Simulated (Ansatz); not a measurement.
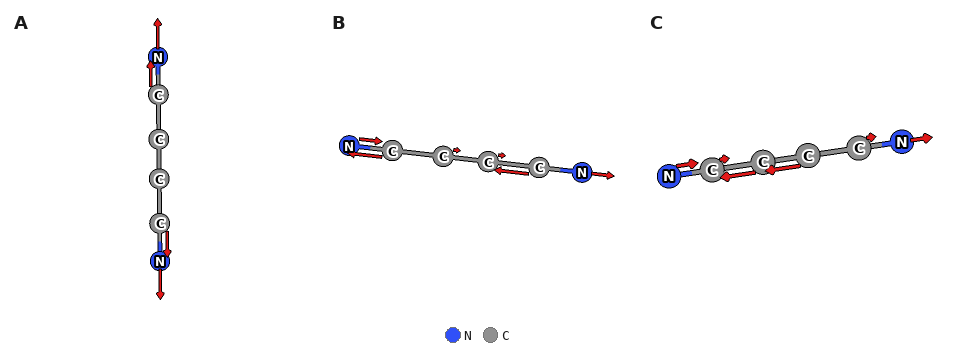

3 normal modes of one molecule or complex, as arrows. Harmonic vibrations computed with RKS PBE0-D4/def2-TZVP (Ansatz 0.2.0) at a stationary point of the same level.

> Match the panels to the wavenumbers 623 cm⁻¹, 1201 cm⁻¹, 2376 cm⁻¹.

A: 623 cm⁻¹
B: 2376 cm⁻¹
C: 1201 cm⁻¹, out-of-phase stretching of 2 C–C bonds
